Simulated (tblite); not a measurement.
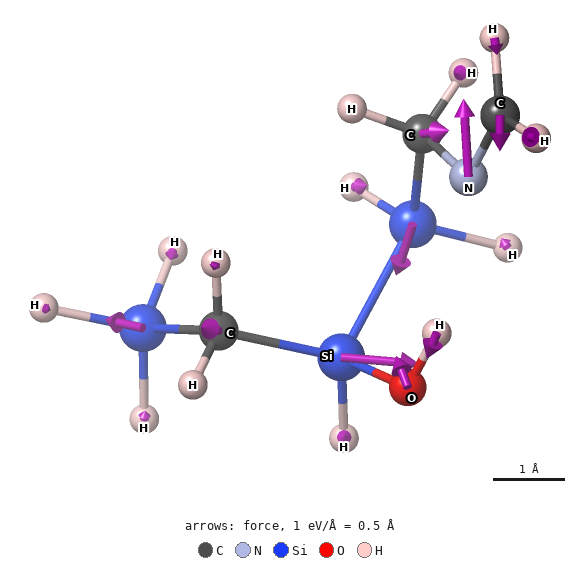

Starting geometry of C$_{3}$H$_{13}$NOSi$_{3}$ with the computed forces as purple arrows. Style: ball-and-stick. Shown from a free direction.

These are results of GFN2-xTB geometry optimisation, gas phase in tblite 0.8.0, not measurements. 

> What follows when this structure is relaxed?

It isn't relaxed: the largest force vector, on a Si atom, is 2.24 eV/Å. The final displacements have little in common with the starting forces (cosine between the two patterns 0.10). An H atom moves most after the best rigid fit: 2.19 Å. Largest moves by element: H 2.19 Å, O 1.62 Å, C 1.26 Å, Si 0.78 Å, N 0.23 Å. Near-neighbour distances that change, for instance: C–N 1.494 → 1.418 Å, C–Si 1.865 → 1.940 Å, O–Si 1.683 → 1.626 Å, C–Si 1.849 → 1.902 Å. Bond angles that change, for instance: Si–Si–H 110.4° → 120.2°, C–N–C 112.9° → 121.4°, Si–C–Si 108.5° → 115.5°. Groups turn about O–Si by about 55°, C–N by about 55°, Si–Si by about 50°. After 274 geometry steps the energy has fallen by 14.0 kcal/mol. Cost: 2.9 s on 1 thread of Arm Neoverse V1 (shared host).
